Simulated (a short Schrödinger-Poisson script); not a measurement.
Structure: symmetric double-gate stack, SiO2 on p-type Si(100), at 300 K.

```csv
layer,material,thickness (nm),Na (cm⁻³)
1,SiO2,3.2,-
2,Si,10,6e17
3,SiO2,3.2,-
```

The device is made up for the run: typed textbook-type constants, with dimensions and the other settings drawn at random. SiO2: permittivity 3.9, conduction-band edge (eV) 3.15, gap (eV) 9, electron mass (mₑ) 0.5. Si: permittivity 11.7, conduction-band edge (eV) 0, gap (eV) 1.124, Nv at 300 K (cm⁻³) 3.1e19.

Channel valleys (confinement mass, in-plane density-of-states mass, number): Δ2 0.916, 0.19, 2; Δ4 0.19, 0.417, 4. At the gates, both at one voltage, the conduction-band edge of layer 1 lies 3.36 eV − eVg above the Fermi level of the channel. Gaps are held at their typed values at every temperature. Mesh 0.03 nm at interfaces.

Solved with a short Schrödinger-Poisson script written for these runs: 1D Poisson equation in equilibrium, electrons quantum, Hartree (BenDaniel-Duke, 12 states a valley, the channel's in-plane mass for all, wave functions free to enter the dielectric), parabolic valleys, classical holes, full ionisation, no traps, pinning or gate leakage.

Only gate voltages with over 1e8 electrons/cm² are shown.

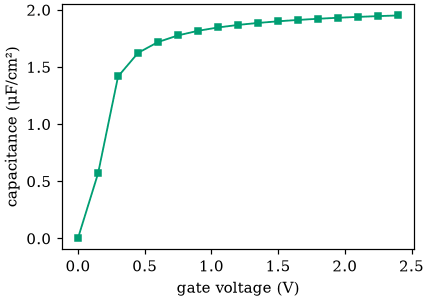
Quasi-static capacitance against gate voltage

```
Vg (V)  electrons (cm⁻²)  C (μF/cm²)  Δ2 E0 (meV)  Δ2 E1 (meV)  Δ4 E0 (meV)  Δ4 E1 (meV)
------  ----------------  ----------  -----------  -----------  -----------  -----------
0                 6.62e8     0.00417        268.5        278.6        281.3        330.1
0.15             1.35e11       0.569        131.1        140.7        143.9        192.1
0.3              1.16e12        1.42         75.8         82.0         89.3        133.3
0.45             2.60e12        1.62         54.1         57.3         69.9        109.2
0.6              4.17e12        1.72         39.7         41.3         59.4         94.6
0.75             5.81e12        1.78         28.4         29.2         52.4         84.3
0.9              7.49e12        1.82         18.9         19.3         47.3         76.4
1.05             9.21e12        1.85         10.6         10.9         43.3         70.0
1.2              1.09e13        1.87          3.3          3.5         40.0         64.7
1.35             1.27e13        1.89         -3.3         -3.2         37.2         60.1
1.5              1.45e13        1.90         -9.3         -9.3         34.7         56.1
1.65             1.63e13        1.91        -15.0        -14.9         32.4         52.5
1.8              1.81e13        1.92        -20.3        -20.3         30.3         49.1
1.95             1.99e13        1.93        -25.3        -25.3         28.4         46.1
2.1              2.17e13        1.94        -30.1        -30.1         26.6         43.2
2.25             2.35e13        1.94        -34.7        -34.7         24.8         40.5
2.4              2.53e13        1.95        -39.1        -39.1         23.2         38.0
```

Subbands count from the Fermi level. The capacitance is that of both gates.
